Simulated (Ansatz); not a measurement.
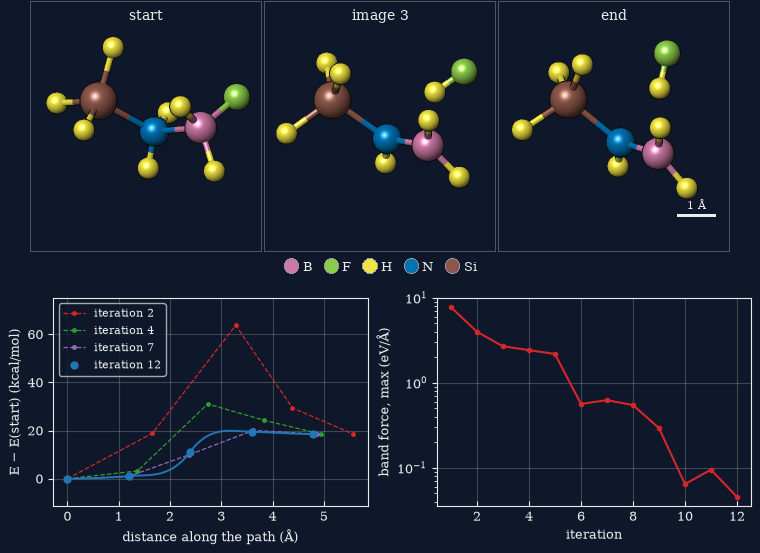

NEB run on BSiNH₇F. Images are numbered from 0 (start) to 4 (end). The plot follows the band through its iterations. The picture is a ball-and-stick view, seen from a free direction.

The calculation used Ansatz 0.2.0, RKS PBE-D4/cc-pVDZ. Run with 3 movable images; no climbing image; force threshold 0.05 eV/Å; iteration limit 60; starting path through a guess of the saddle point.

### Did the band converge, and can the barrier be trusted?

The run is converged, with reservations. The band converged in 12 iterations. The largest component of the band force went from 7.7 to 0.045 eV/Å. No image climbed, so the highest image needn't lie on the saddle point, and the true maximum along this path can be higher. So few images resolve the path coarsely. The first iteration put the highest image at 107.1 kcal/mol. The energy climbs by 19.5 kcal/mol to image 3 and then falls by 1.0 kcal/mol, so the end point sits at +18.5 kcal/mol.

Cost: 56 s on 2 threads of Arm Neoverse V2, with other jobs on the host, peak memory 0.13 GiB.
